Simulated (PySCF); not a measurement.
# H₃S₃Tl (Tl(SH)3): what the fields show

Input file:

```
mol = gto.M(atom='''
Tl    -0.00000     0.00000     0.52741
S      2.40676    -0.51604     0.52705
H      2.75854     0.78961     0.53115
S     -0.75647     2.34233     0.52705
H     -2.06309     1.99416     0.53115
S     -1.65028    -1.82629     0.52705
H     -0.69545    -2.78376     0.53115''',
    basis={'Tl': 'def2-SVP', 'S': 'def2-SVP', 'H': 'def2-SVP'},
    ecp={'Tl': 'def2-SVP'},
    charge=0, spin=0)
mf = dft.RKS(mol, xc='PBE0')
mf.grids.atom_grid = (75, 302)  # f atoms: at least (60, 302), unpruned
mf = mf.density_fit()  # Tl def2-universal-JKFIT, S def2-universal-JKFIT, H def2-universal-JKFIT
mf.conv_tol = 1e-09; mf.max_cycle = 55
mf.kernel(dm0)
```

Command:

```sh
OMP_NUM_THREADS=2 python run.py
```

Core potentials replace the inner electrons of Tl.

Level of theory: RKS PBE0, Tl def2-SVP with ECP60, S def2-SVP, H def2-SVP; non-relativistic Hamiltonian with scalar-relativistic core potentials where named; density fitting in PySCF.

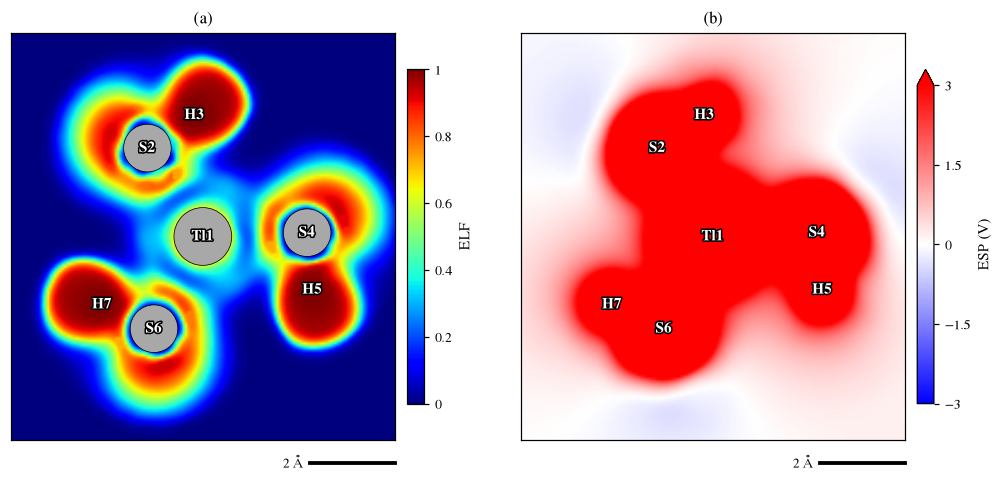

Figure 1. (a) ELF; (b) electrostatic potential on the molecular plane. Grey discs cover the atomic cores in the ELF map.

Read the bonding off the picture.

- Atoms in the plane: Tl, S and H.
- Tl–S (2.46 Å): the ELF peaks at about 0.80 in the valence shell of S, 0.9 Å from its nucleus, and drops to about 0.20 between the two atoms.
- S–H (1.35 Å): the ELF climbs to about 1 towards the hydrogen, as it does in any bond to H.
- The ELF also peaks beside S6, S4 and S2, away from the bonds: lone-pair regions.
- Outside the dense part of the molecule the potential is most negative (−0.4 V) near S2, S4 and S6.

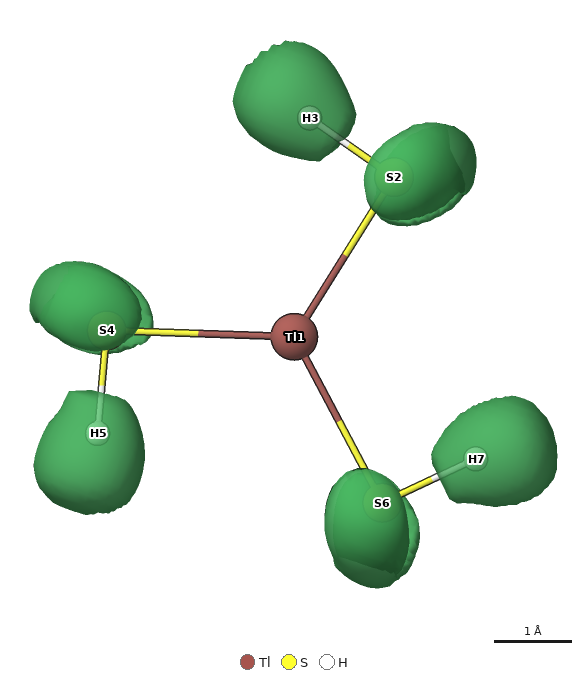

Figure 2. Isosurface of the ELF at 0.9 (green), seen at a tilt. Core shells and regions of very low density are left out.

Identify the bonds, lone pairs and shells in this picture.

The surface consists of three regions around hydrogen nuclei and three regions wrapped around S (the valence shell of each).

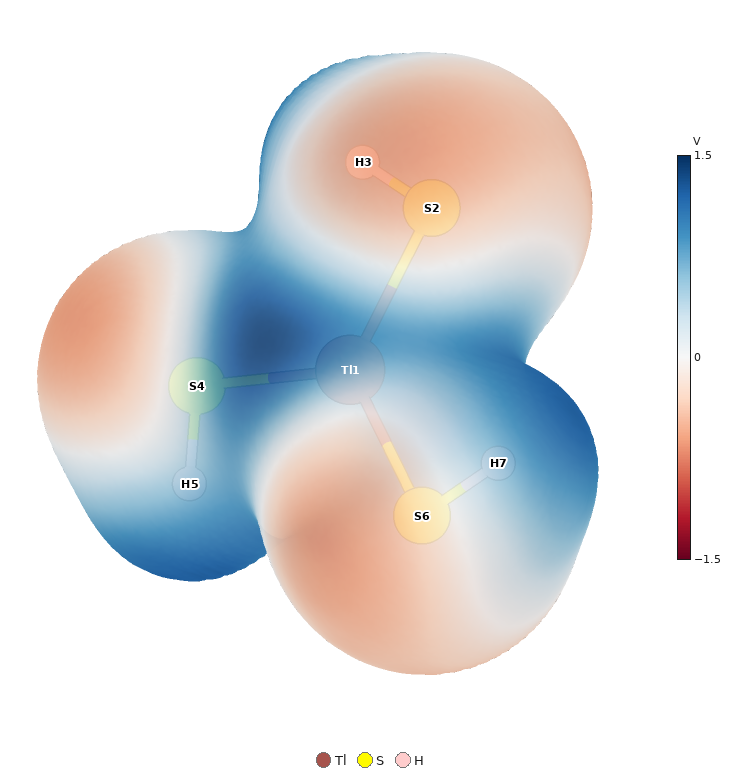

Figure 3. The molecular electrostatic potential painted on the density surface at 0.001 e/bohr³, seen at a tilt; red is negative and blue positive.

Where is the surface potential most negative and most positive?

The most negative region (about −0.6 V) lies over S2, S4 and S6, the most positive (about +1.3 V) over Tl1.

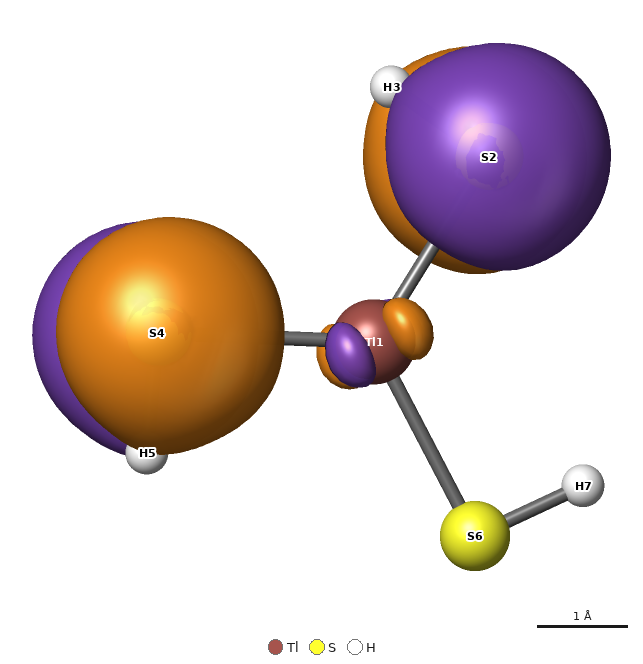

Figure 4. The HOMO at ±0.08 Å⁻³ᐟ² (orange and purple are the two phases), seen at an oblique angle.

Where does this orbital lie, and at what energy?

It lies mainly on S2 (about 45 %) and S4 (about 45 %); it changes sign across the molecular plane (π type). It is one of a degenerate set, so its orientation is arbitrary. Its energy is −7.41 eV.
